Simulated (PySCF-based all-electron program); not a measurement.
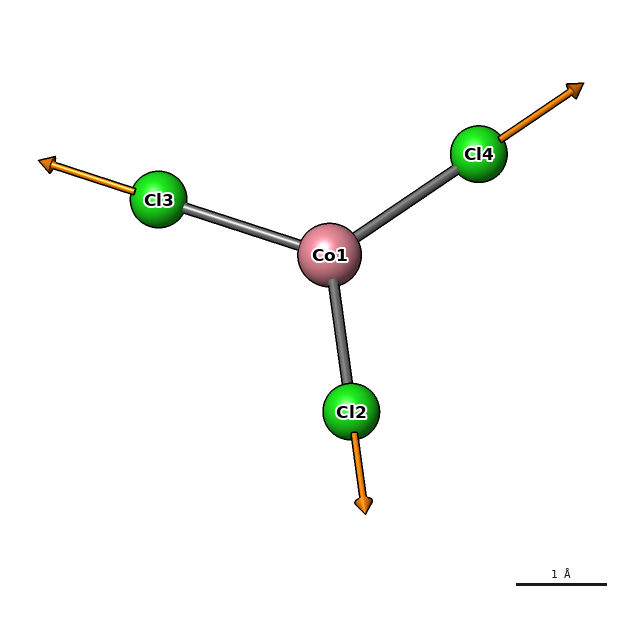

Arrows show the forces on the atoms, 20 Å of arrow for 1 eV/Å; forces under a tenth of the largest aren't drawn. Charge 0, quintet. Level of theory: PBE0, all-electron, scalar-relativistic (spin-free Dirac), large uncontracted Gaussian sets (PySCF-based all-electron program).

List the force components in the frame of the picture (x right, y up, z towards the viewer), in eV/Å.

```tsv
atom	Fx	Fy	Fz
Co1	0.00	0.00	0.00
Cl2	0.01	−0.05	0.03
Cl3	−0.05	0.02	−0.02
Cl4	0.05	0.03	−0.02
```

The spin state was imposed, and no run here compares it with a lower spin, which may lie lower.
